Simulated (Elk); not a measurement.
Band structure of Yb (Fm-3m, 1 atom in the cell).

```
CELL_PARAMETERS angstrom
      0.00000     2.73825     2.73825
      2.73825     0.00000     2.73825
      2.73825     2.73825     0.00000
ATOMIC_POSITIONS crystal
  Yb 0.00000 0.00000 0.00000
```

Method: Elk with PBE, all-electron FP-LAPW, Elk's shipped species files, APW+lo basis with extra local orbitals.

Settings: xctype = 20; rgkmax = 7.5; swidth = 0.00367493 Ha; ngridk = 8 8 8; gmaxvr = 16 1/bohr; nxlo = 2; lorbcnd = true; lmaxi = 2; maxscl = 100.

The starting cell comes from a database of computed structures (which also holds hypothetical and non-ambient phases and stackings), without a prior relaxation at this level. Its lattice was rescaled by a random factor within 2.5 % of one. Spin-orbit coupling is off. Spin polarisation is off. Values depend on the basis (sphere radii, cutoffs, local orbitals), which need not be converged.

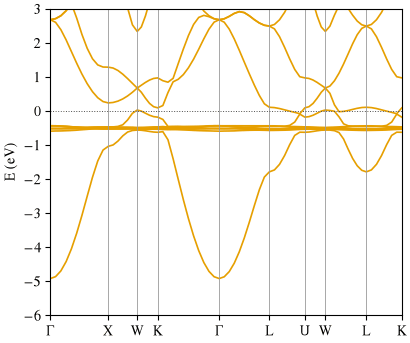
Figure: Bands along the path, energies from the Fermi level.

Levels in eV from the Fermi level, bands 9 to 15:
```
point      9     10     11     12    13    14    15
-----  -----  -----  -----  -----  ----  ----  ----
Γ      -0.52  -0.44  -0.44  -0.44  2.68  2.68  2.68
X      -0.52  -0.48  -0.47  -0.47  0.23  1.28  5.90
W      -0.51  -0.51  -0.49   0.03  0.67  0.67  2.33
K      -0.51  -0.48  -0.47  -0.18  0.09  0.97  4.10
L      -0.53  -0.46  -0.46  -0.44  0.11  2.49  2.49
U      -0.51  -0.48  -0.47  -0.18  0.09  0.97  4.10
```

Bands cross the Fermi level along this path, so the cell is metallic at this level.
